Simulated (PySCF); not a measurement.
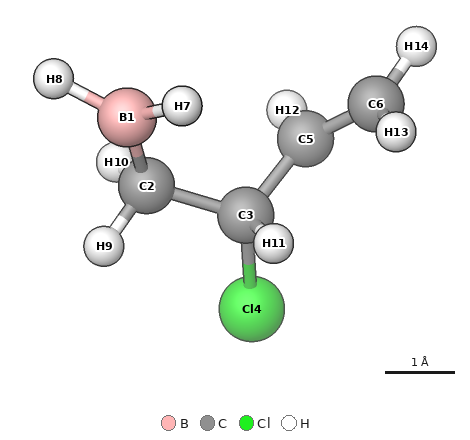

Figure 1. The structure (ball-and-stick view, seen at a tilt; atoms are numbered from 1 in the order of the input). Bond lengths as drawn: B–C 1.56 Å, B–H 1.21 Å, C–C 1.33 to 1.52 Å, C–Cl 1.82 Å and C–H 1.09 to 1.11 Å.

**Two runs on C$_{4}$H$_{8}$BCl**

System: C$_{4}$H$_{8}$BCl.
Method of run 1: GIAO PBE0/STO-3G NMR shielding, non-relativistic, gas phase (PySCF 2.14.0).

The geometry comes from this level: PBE0-D3(BJ)/def2-SVP. Text and figures count atoms from 1; the logs count them from 0 in places.

## The input, run 1
```
{"job": {"kind": "nmr", "xc": "PBE0", "basis": "STO-3G", "pop": true}, "charge": 0, "multiplicity": 1}
B     -1.987808     0.662711     1.024051
C     -1.169505    -0.151014    -0.023078
C      0.295773    -0.382856     0.296193
Cl     1.001205    -1.583782    -0.870715
C      1.102874     0.871216     0.226015
C      1.735058     1.414002     1.266509
H     -1.585098     0.822294     2.154329
H     -3.082464     1.084409     0.730089
H     -1.705517    -1.125503    -0.047326
H     -1.292159     0.241556    -1.047172
H      0.404501    -0.845990     1.287256
H      1.130574     1.358077    -0.756436
H      1.723580     0.939272     2.252676
H      2.286878     2.352415     1.170527
```

The first line tells a small driver script what to run in PySCF; the rest is the geometry in Å.

Launched with:
```bash
OMP_NUM_THREADS=1 python <driver script> task.json out
```

Hardware: 1 CPU thread, shared host.

## Output (run 1)
```
coarse grid: 12016 points
cycle   1  E = -634.6862224454  dE =  1.263e-01  |g| = 2.776e-01  |ddm| = 4.580e+00
cycle   2  E = -634.6999717195  dE = -1.375e-02  |g| = 2.561e-01  |ddm| = 9.027e-01
cycle   3  E = -634.7210107555  dE = -2.104e-02  |g| = 3.236e-02  |ddm| = 3.859e-01
cycle   4  E = -634.7212598114  dE = -2.491e-04  |g| = 1.804e-02  |ddm| = 6.077e-02
cycle   5  E = -634.7213510424  dE = -9.123e-05  |g| = 5.419e-03  |ddm| = 2.645e-02
cycle   6  E = -634.7213596906  dE = -8.648e-06  |g| = 1.028e-03  |ddm| = 7.441e-03
final grid: 110768 points
cycle   7  E = -634.6883570229  dE = -6.156e-06  |g| = 3.162e-03  |ddm| = 1.214e-02
cycle   8  E = -634.6883564262  dE =  5.967e-07  |g| = 3.522e-03  |ddm| = 8.911e-03
cycle   9  E = -634.6883602109  dE = -3.785e-06  |g| = 8.547e-04  |ddm| = 5.098e-03
cycle  10  E = -634.6883604347  dE = -2.238e-07  |g| = 1.074e-04  |ddm| = 1.107e-03
cycle  11  E = -634.6883604385  dE = -3.773e-09  |g| = 1.378e-05  |ddm| = 1.600e-04
cycle  12  E = -634.6883604386  dE = -6.128e-11  |g| = 2.898e-06  |ddm| = 2.311e-05
converged SCF energy = -634.6883604386

GIAO shielding tensors (ppm)
atom      isotropic    diamagn.    paramagn.     s11        s22        s33       span
  0 B       39.617     195.397    -155.780    -31.076     -3.752    153.679    184.755
  1 C      202.602     243.284     -40.683    183.387    207.671    216.747     33.360
  2 C      174.329     245.581     -71.252    150.597    169.137    203.252     52.655
  3 Cl     951.840    1128.296    -176.456    854.415    892.055   1109.050    254.636
  4 C      123.057     253.447    -130.390     33.889    131.337    203.945    170.055
  5 C      128.473     252.860    -124.388     41.141    133.961    210.316    169.175
  6 H       25.464      31.074      -5.610     17.840     27.942     30.611     12.770
  7 H       25.208      29.540      -4.332     19.447     27.796     28.382      8.935
  8 H       31.013      29.539       1.474     25.112     29.246     38.681     13.569
  9 H       30.058      30.885      -0.827     25.013     28.669     36.492     11.479
 10 H       28.926      32.717      -3.790     24.812     26.714     35.252     10.441
 11 H       27.229      31.943      -4.714     24.903     26.652     30.131      5.228
 12 H       27.284      31.455      -4.170     23.677     25.875     32.302      8.625
 13 H       27.233      29.392      -2.159     24.611     25.701     31.388      6.777
```

The input of run 2 differs as follows (lines with − go, lines with + come):
```diff
-"basis": "STO-3G"
+"basis": "6-31G"
```

Predict how the results change.

The total energy of run 2 is 4450.6 kcal/mol lower, which measures the change of basis and not a stability. The HOMO goes from −6.09 to −7.70 eV. The LUMO goes from 1.24 to −1.30 eV. The dipole moment goes from 2.04 to 1.99 D. Of all shieldings, the largest change is that of Cl4, by −187.6 ppm. The SCF takes 14 iterations against 12. The basis functions go from 42 to 74.

## Output (run 2)
```
coarse grid: 12016 points
cycle   1  E = -641.7961254906  dE =  4.537e-01  |g| = 3.430e-01  |ddm| = 3.313e+00
cycle   2  E = -641.8005278680  dE = -4.402e-03  |g| = 3.420e-01  |ddm| = 8.936e-01
cycle   3  E = -641.8311643570  dE = -3.064e-02  |g| = 5.235e-02  |ddm| = 3.877e-01
cycle   4  E = -641.8317415719  dE = -5.772e-04  |g| = 2.591e-02  |ddm| = 8.007e-02
cycle   5  E = -641.8319143020  dE = -1.727e-04  |g| = 7.286e-03  |ddm| = 3.256e-02
cycle   6  E = -641.8319282248  dE = -1.392e-05  |g| = 1.237e-03  |ddm| = 7.530e-03
cycle   7  E = -641.8319286407  dE = -4.160e-07  |g| = 4.409e-04  |ddm| = 2.534e-03
final grid: 110768 points
cycle   8  E = -641.7808737324  dE = -1.484e-05  |g| = 6.294e-03  |ddm| = 1.906e-02
cycle   9  E = -641.7808711441  dE =  2.588e-06  |g| = 7.074e-03  |ddm| = 1.612e-02
cycle  10  E = -641.7808850915  dE = -1.395e-05  |g| = 9.695e-04  |ddm| = 9.221e-03
cycle  11  E = -641.7808853444  dE = -2.528e-07  |g| = 1.915e-04  |ddm| = 1.208e-03
cycle  12  E = -641.7808853538  dE = -9.381e-09  |g| = 6.377e-05  |ddm| = 2.553e-04
cycle  13  E = -641.7808853548  dE = -1.090e-09  |g| = 1.623e-05  |ddm| = 7.761e-05
cycle  14  E = -641.7808853549  dE = -7.310e-11  |g| = 2.969e-06  |ddm| = 1.871e-05
converged SCF energy = -641.7808853549

GIAO shielding tensors (ppm)
atom      isotropic    diamagn.    paramagn.     s11        s22        s33       span
  0 B       33.590     193.895    -160.305    -32.659     -4.410    137.838    170.497
  1 C      152.856     246.803     -93.947    119.822    163.975    174.771     54.949
  2 C      133.717     247.125    -113.408    109.520    130.049    161.582     52.062
  3 Cl     764.269    1146.359    -382.090    550.115    686.094   1056.600    506.485
  4 C       60.708     255.208    -194.500    -50.949     74.959    158.113    209.062
  5 C       85.060     256.835    -171.775    -10.618     93.652    172.145    182.762
  6 H       24.068      29.936      -5.868     16.077     27.154     28.972     12.896
  7 H       24.112      29.103      -4.991     17.816     26.286     28.233     10.416
  8 H       30.615      29.451       1.164     25.793     29.619     36.433     10.640
  9 H       29.413      29.724      -0.311     25.794     28.577     33.869      8.075
 10 H       27.762      32.720      -4.958     24.053     26.334     32.898      8.845
 11 H       26.333      30.337      -4.004     24.042     25.551     29.405      5.363
 12 H       26.882      31.404      -4.522     23.487     26.239     30.921      7.434
 13 H       27.181      29.031      -1.850     24.728     26.257     30.557      5.829
```

## The two runs side by side

```tsv
quantity	run 1	run 2
outcome	converged	converged
total energy (hartree)	−634.688360	−641.780885
HOMO (eV)	−6.09	−7.70
LUMO (eV)	1.24	−1.30
dipole moment (D)	2.04	1.99
shielding of B1 (ppm)	39.6	33.6
shielding of C2 (ppm)	202.6	152.9
shielding of C3 (ppm)	174.3	133.7
shielding of Cl4 (ppm)	951.8	764.3
shielding of C5 (ppm)	123.1	60.7
shielding of C6 (ppm)	128.5	85.1
shielding of H7 (ppm)	25.5	24.1
SCF iterations	12	14
basis functions	42	74
wall time (shared host)	3.3 s	6.6 s
```
